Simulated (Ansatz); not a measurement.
# Zr (P6_3/mmc): the Drude term of Re ε in the infrared

Re ε of Zr (P6_3/mmc) along x at low photon energies is read from one computed spectrum; the carriers' damping was typed as γ = 0.1 eV. x, y and z are the Cartesian axes of the input cell.

Cell: a, b, c = 3.232, 3.232, 5.147 Å (primitive vectors), 2 atoms.

Method: Ansatz 0.2.0, PBE, independent particles, k-mesh 12×12×7 with interpolation inside its cells, Gaussian parameter 0.1 eV.

Launch of the response step: `ansatz run input.yaml --threads 4 --pin off --max-ram 8192MiB --backend cpu --events-out ev --progress --plain --runs-dir out`. The run took 27 s, on 4 threads of Arm Neoverse V1, with other jobs on the host.

```tsv
photon energy E (eV)	wavelength (µm)	Re ε
0.25	4.96	-149.7
0.30	4.13	-95.8
0.35	3.54	-60.7
0.40	3.10	?
0.50	2.48	4.6
0.60	2.07	23.1
0.70	1.77	14.6
```

A Drude term over a constant background gives Re ε = ε_b − ωp²/(E² + γ²), linear in 1/(E² + γ²).

Working, on the rows shown:

| x = 1/(E² + γ²) (eV⁻²) | y = Re ε |
| --- | --- |
| 13.7931 | -149.7 |
| 10 | -95.8 |
| 7.54717 | -60.7 |
| 3.84615 | 4.6 |
| 2.7027 | 23.1 |
| 2 | 14.6 |

Means: x̄ = 6.6482, ȳ = -43.983. Σ(x − x̄)(y − ȳ) = -1617, Σ(x − x̄)² = 108.1. Slope = -1617 / 108.1 = -14.96; intercept = ȳ − slope · x̄ = 55.457. The line misses the rows shown by at most 11.

Question: Fill in the last column of the withheld row.

Answer: At x = 5.8824 the line gives y = -32.528. The run gave -35.1, so the interpolation is off by 2.6, 1.5 % of the range in the table.

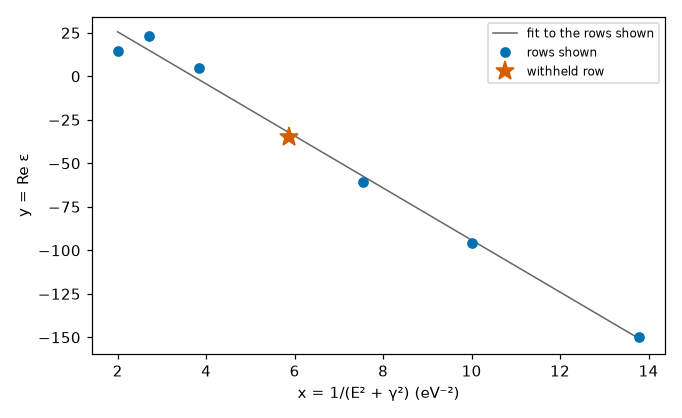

Refitted with all rows, the slope is -14.94 and the intercept 54.988. These give ωp = √(−slope) = 3.87 eV, against 3.94 eV from the program's Fermi-surface sum, and an intercept of 55.0. Taking the program's Drude term off the rows leaves 64 at the lowest energy and 46 at the highest, so the background isn't constant: interband transitions lie in or near the window, and neither fitted number can be trusted. The values come from a sum over the points of one k-mesh and carry its error, which is largest for Fermi-surface quantities. Spin-orbit coupling is left out.

[Logs are printed without paths, hosts, clocks, repeated set-up lines and the standing remarks that a program may print on its own settings, such as how far it seeks lower states.]
